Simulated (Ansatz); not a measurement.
The structure below was relaxed with plane-wave PAW DFT at the r2SCAN level (Ansatz, a program for electronic structure, 500 eV), scalar-relativistic without spin-orbit coupling, at pressure 18 GPa.

```yaml
crystal:
  lattice:
    - [-1.61088, 1.61088, 1.61088]
    - [1.61088, -1.61088, 1.61088]
    - [1.61088, 1.61088, -1.61088]
  atoms:
    - { symbol: Ta, position: [0.00000, 0.00000, 0.00000] }
```

Question: Find the space group and the Wyckoff positions.

Answer: Space group Im-3m (No. 229); a = 3.2218 Å, b = 3.2218 Å, c = 3.2218 Å, α = 90.00°, β = 90.00°, γ = 90.00°

```csv
atom,site,symmetry,x,y,z
Ta,2a,m-3m,0.0000,0.0000,0.0000
```

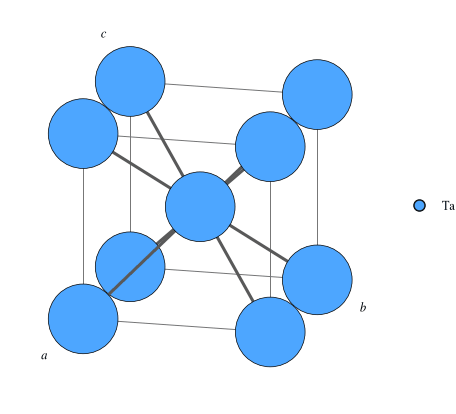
Figure: The conventional cell

Load acts through the strain it causes; cell and atoms are relaxed under it. Stability against distortions was not tested. Competing high-pressure phases were not computed. All final runs are without spin polarisation. The cell was made from Ta in the bcc (W type) structure (space group Im-3m, No. 229) by this change: pressure 18 GPa.
